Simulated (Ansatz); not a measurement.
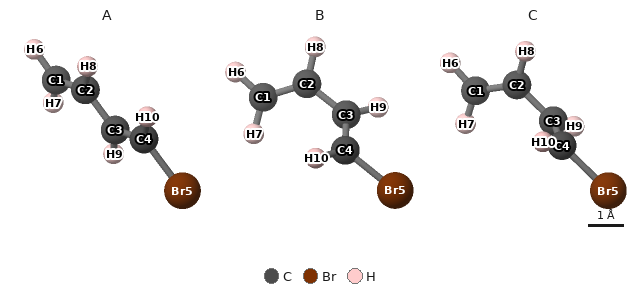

3 geometries from a converged minimum-energy path of C₄H₅Br, shuffled. Style: ball-and-stick. Shown from a free direction.

Computed with RKS PBE0-D4/def2-SVP in Ansatz 0.2.0. Set-up: 9 movable images; climbing image; force threshold 0.03 eV/Å; iteration limit 42; starting path by image-dependent pair potential.

Which frame is the transition state?

Answer. C. In order along the path, whose images run from 0 to 10: A (image 0, 0.00 eV), C (image 5, +0.32 eV), B (image 9, +0.15 eV). The motion is a rotation about the C2–C3 bond by about 150°. No bond forms or breaks between the ends.
